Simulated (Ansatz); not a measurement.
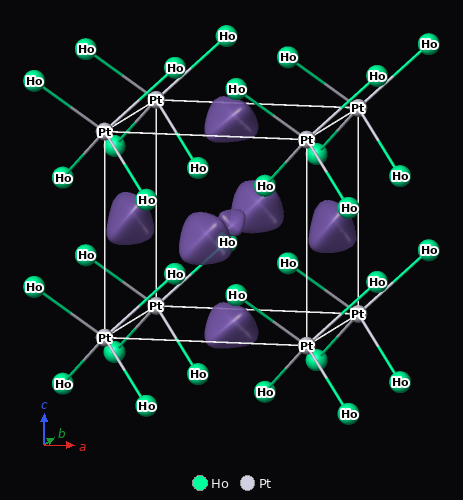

Ho$_{4}$Pt. Isosurface of the electron localisation function at 0.65 (purple), seen slightly off an axis. Core shells and regions of very low density are left out. Sticks mark near contacts.

Space group P-43m; a structure generated by program, which may or may not match a known phase; computed without spin polarisation; no Hubbard U on the f states and no spin–orbit coupling.

Computed with Ansatz 0.2.0, DFT PBE, scalar-relativistic, plane waves, PAW; 4f electrons in the core of a trivalent norm-conserving potential.

Core electrons are replaced by pseudopotentials, and the valence fields are smoothed inside the atomic spheres.

Question: What do the ELF domains correspond to?

Answer: At this value the surface marks out four pockets between the atoms, centred on no nucleus (multi-centre or interstitial), counted in one cell of 5 atoms. Regions shared between cells count once. Along the contacts the grid gives the following. Ho–Pt (2.63 Å): the ELF is about 0.30 at the midpoint.
